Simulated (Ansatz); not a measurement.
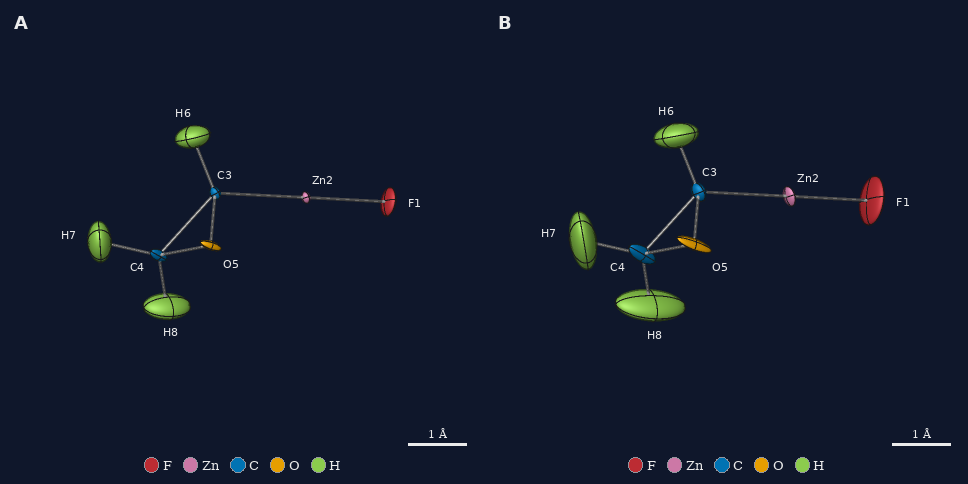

Displacement ellipsoids at the 50 % level, scaled by 1.5, from the internal vibrations of the free molecule (harmonic, no overall translation or rotation; no half-axis is drawn under 0.075 Å). Vibrations computed with RKS PBE0-D4/def2-TZVP (Ansatz 0.2.0). One panel is for 200 K, the other for 600 K.

**Which panel is for 600 K?**

B.

**How much does the mean-square displacement of F1 grow, and why?**

U_eq goes from 0.0076 to 0.0213 Å², a factor of 2.8. Modes below kT (417 cm⁻¹ at 600 K) grow about in proportion to T, and the lowest lies at 102 cm⁻¹; the mean-square amplitude of a mode is its zero-point value times coth(ħω/2kT), which comes close to 1 only above about 3kT.
